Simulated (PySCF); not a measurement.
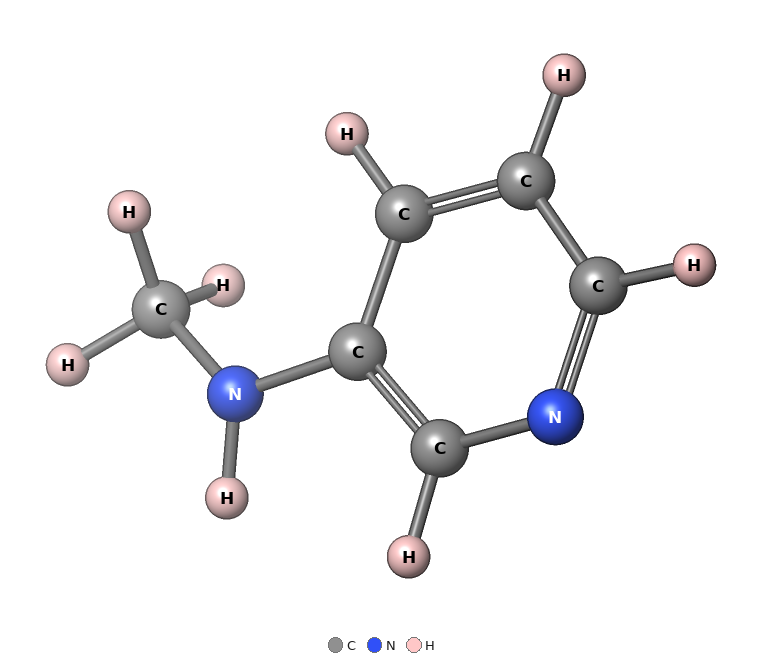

Orthographic view. Atoms fade into the background with distance from the viewer. The computed structure is the end point of a GFN2-xTB optimisation. No frequency run is at hand to confirm it as a minimum.

> Write the InChI string.

InChI=1S/C6H8N2/c1-7-6-3-2-4-8-5-6/h2-5,7H,1H3
